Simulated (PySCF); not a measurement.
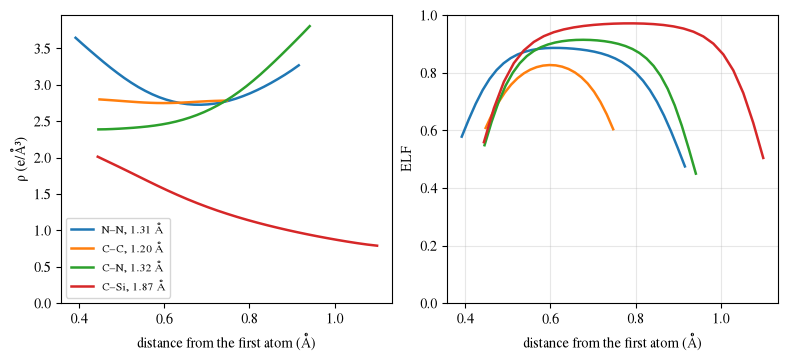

Figure 1: C$_{5}$H$_{7}$N$_{3}$Si (SMILES C#CCn1ncc([SiH3])n1). Total electron density and ELF along straight lines between neighbouring atoms. The curves leave out the atomic cores.

Geometry: GFN2-xTB.

Level of theory: PySCF, PBE0/pcSseg-1, SCF density, gas phase, non-relativistic.

```xyz
16

C     3.6711    0.2745   -0.1094
C     2.7133   -0.2683   -0.5767
C     1.5198   -0.9100   -1.1005
N     0.3981   -0.6882   -0.2275
N     0.1415   -1.4644    0.7985
C    -0.9262   -0.9238    1.3582
C    -1.2978    0.2140    0.6204
Si   -2.7105    1.4192    0.8515
N    -0.4224    0.3195   -0.3774
H     4.5230    0.7431    0.2848
H     1.2715   -0.4897   -2.0797
H     1.6850   -1.9890   -1.1787
H    -1.3797   -1.3473    2.2299
H    -3.0014    1.4701    2.2877
H    -2.3082    2.7288    0.3460
H    -3.8848    0.9204    0.1288
```

Q: What can be read from the curves?

A: N–N (1.31 Å): the density is about 2.7 e/Å³ at the midpoint; the ELF peaks at about 0.90 between the atoms; localised, covalent bonding.
C–C (1.20 Å): the density is about 2.7 e/Å³ at the midpoint; the ELF peaks at about 0.85 between the atoms; a multiple bond.
C–N (1.32 Å): the density is about 2.6 e/Å³ at the midpoint; the ELF peaks at about 0.90 between the atoms (localised, covalent bonding).
C–Si (1.87 Å): the density is about 0.95 e/Å³ at the midpoint; the ELF peaks at about 1 between the atoms (localised, covalent bonding).
